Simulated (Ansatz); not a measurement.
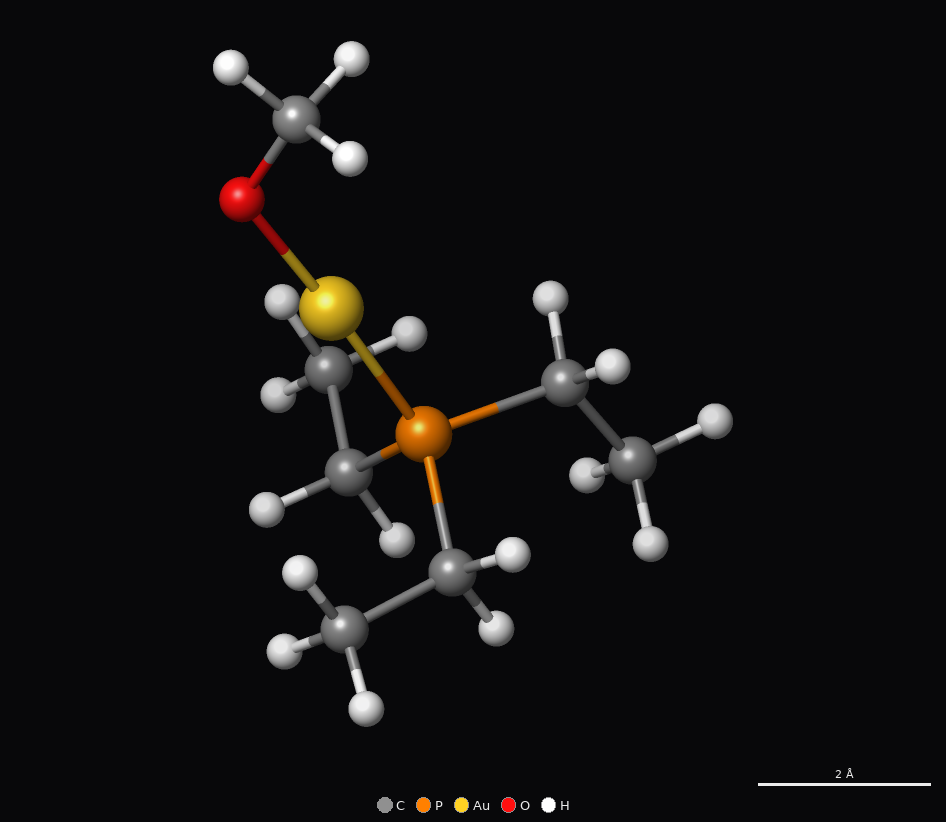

The picture shows the input geometry.

Input file:

```yaml
crystal:
  periodic: [false, false, false]
  atoms:
    - {symbol: C, position_ang: [-1.047974, -1.882883, -2.003374]}
    - {symbol: C, position_ang: [-0.597281, -0.432920, -1.909284]}
    - {symbol: P, position_ang: [-0.194381, 0.080000, -0.202571]}
    - {symbol: C, position_ang: [-1.817694, 0.149248, 0.632988]}
    - {symbol: C, position_ang: [-1.735814, 0.719452, 2.040345]}
    - {symbol: C, position_ang: [0.340066, 1.821607, -0.361248]}
    - {symbol: C, position_ang: [-0.652665, 2.789020, -0.984815]}
    - {symbol: Au, position_ang: [1.311430, -1.192414, 0.818953]}
    - {symbol: O, position_ang: [2.581274, -2.382440, 1.758855]}
    - {symbol: C, position_ang: [3.950397, -2.136601, 1.733767]}
    - {symbol: H, position_ang: [-1.215307, -2.165223, -3.044686]}
    - {symbol: H, position_ang: [-1.982227, -2.051093, -1.463590]}
    - {symbol: H, position_ang: [-0.294914, -2.553534, -1.584673]}
    - {symbol: H, position_ang: [0.314865, -0.280340, -2.494399]}
    - {symbol: H, position_ang: [-1.359157, 0.240187, -2.313827]}
    - {symbol: H, position_ang: [-2.188099, -0.878931, 0.663332]}
    - {symbol: H, position_ang: [-2.512673, 0.721518, 0.010299]}
    - {symbol: H, position_ang: [-1.024106, 0.157242, 2.648528]}
    - {symbol: H, position_ang: [-1.417231, 1.764305, 2.034784]}
    - {symbol: H, position_ang: [-2.710326, 0.675153, 2.530486]}
    - {symbol: H, position_ang: [0.622470, 2.142775, 0.645081]}
    - {symbol: H, position_ang: [1.273092, 1.790611, -0.932108]}
    - {symbol: H, position_ang: [-1.576035, 2.852913, -0.405348]}
    - {symbol: H, position_ang: [-0.916003, 2.503234, -2.004915]}
    - {symbol: H, position_ang: [-0.225990, 3.793437, -1.028013]}
    - {symbol: H, position_ang: [4.382350, -2.168690, 0.720293]}
    - {symbol: H, position_ang: [4.229813, -1.164646, 2.171868]}
    - {symbol: H, position_ang: [4.462128, -2.910997, 2.323252]}
basis:
  gaussian: {orbitals: def2-mTZVP}
hamiltonian: {xc: {name: SPW92}, pseudopotentials: {relativity: none}}
```

It was started with:

```sh
ansatz run in.yaml --threads 11 --pin off --events-out ev --progress --plain --max-ram 110592MiB --backend cpu
```

Result:

```
Functional definition: SPW92
  name "SPW92"
  cite "Dirac, Proc. Camb. Phil. Soc. 26, 376 (1930) doi:10.1017/S0305004100016108"
  cite "Slater, Phys. Rev. 81, 385 (1951) doi:10.1103/PhysRev.81.385"
  cite "Perdew & Wang, Phys. Rev. B 45, 13244 (1992) doi:10.1103/PhysRevB.45.13244"
  exchange = slater_x
  correlation = pw_c
2779 factors; their error is unknown
mean field evaluation 1: about -22419.7340 eV, gradient 1.4e2 eV
mean field evaluation 2: about -22226.9926 eV, gradient 2.8e2 eV
mean field evaluation 4: about -22459.5883 eV, gradient 2.1e1 eV
mean field evaluation 8: about -22460.8227 eV, gradient 4.1e-1 eV
mean field evaluation 16: about -22460.6648 eV, gradient 6.6e-2 eV
mean field -22460.66478799 eV, -825.4142065733 hartree, gradient 6.8e-5 eV, S^2 0.000000; 0 other end points of the search recorded, 0 dependent functions left out
reference -22460.66485936 eV, -825.4142091960 hartree; 51, 51 occupied and 218, 218 virtual orbitals, 2779 factors
Total energy: -22460.66485936 eV, -825.4142091960 hartree
```

The run converged.
